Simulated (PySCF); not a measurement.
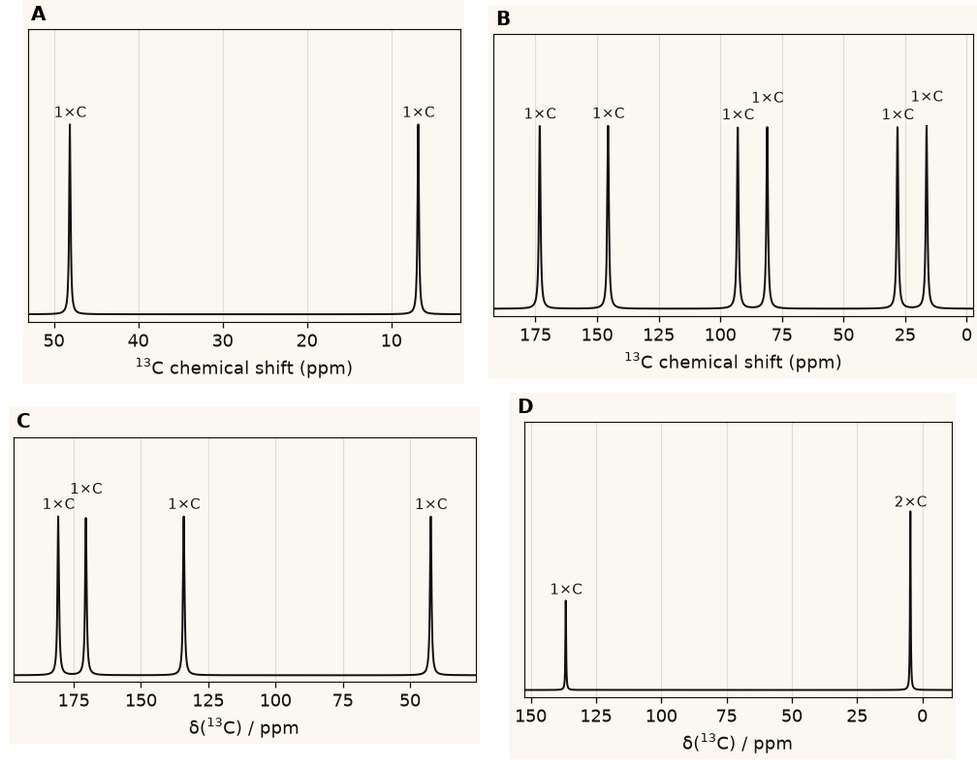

GIAO shifts, PBE0/pcSseg-1, PySCF 2.14.0, at a GFN2-xTB geometry (no frequency check), against TMS for ¹³C computed at the same level. Gas phase, fully decoupled, line heights follow the number of nuclei, widths are arbitrary (no quadrupolar broadening); values of one conformer, averaged over nuclei that symmetry, rotation about single bonds or inversion at nitrogen exchange, these motions taken as fast; other conformers aren't averaged in.

**Pair each panel with its molecule.**
1. C₄H₃F₃N₂S, SMILES FC(F)(F)Cc1ncsn1
2. C₃H₈BN, SMILES C=NB(C)C
3. C₆H₆N₂S, SMILES C#Cc1nsnc1CC
4. C₂H₁₁NSi₂, SMILES NCC([SiH3])[SiH3]

A: 4 (48.1 (1 C), 6.8 (1 C) ppm)
B: 3 (173.2 (1 C), 145.5 (1 C), 92.9 (1 C), 80.9 (1 C), 28.1 (1 C), 16.3 (1 C) ppm)
C: 1 (180.7 (1 C), 170.5 (1 C), 134.1 (1 C), 42.3 (1 C) ppm)
D: 2 (136.5 (1 C), 4.6 (2 C) ppm)

Caveats, for all or some of the runs: the tight-binding geometry is rougher than a DFT one and adds to the error.
